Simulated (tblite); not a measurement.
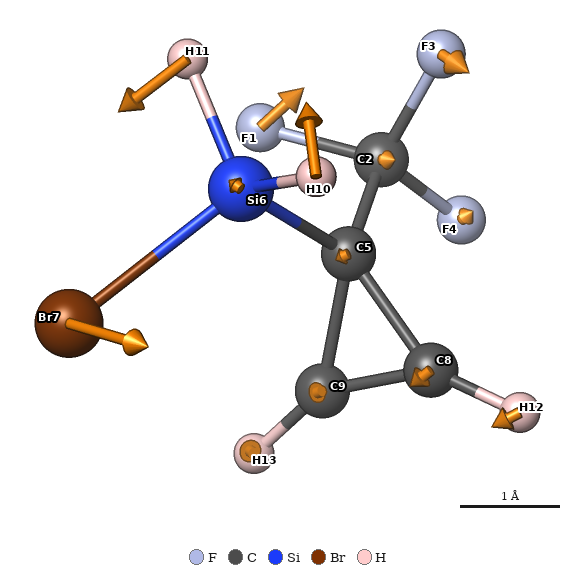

This is a relaxation of C4H4BrF3Si. The starting structure is drawn; orange arrows show the displacements, at their true length. The two geometries are superimposed by the best rigid fit.

The picture is a ball-and-stick view, seen from a free direction.

Method: tblite, GFN2-xTB geometry optimisation, gas phase. 

Question: What did the optimiser do to the structure, and how much energy did it gain?

Answer: Over 86 geometry steps the energy falls by 61.6 kJ/mol. The atom that moves furthest after the best rigid fit is Br7 (1.21 Å). Largest moves by element: Br 1.21 Å, H 0.94 Å, F 0.62 Å, C 0.30 Å, Si 0.18 Å. Near-neighbour distances that change, for instance: F1–C2 1.396 → 1.350 Å, C5–Si6 1.845 → 1.888 Å, C8–H12 1.102 → 1.060 Å, C2–F4 1.380 → 1.339 Å. Among the angles between lasting bonds that change: Si6–C5–C9 116.4° → 124.1°, F1–C2–F3 112.6° → 105.2°, F1–C2–C5 104.6° → 111.9°. Groups turn about C5–Si6 by about 45°. The run took 1.2 s on 1 thread of Arm Neoverse N1, on a shared host.
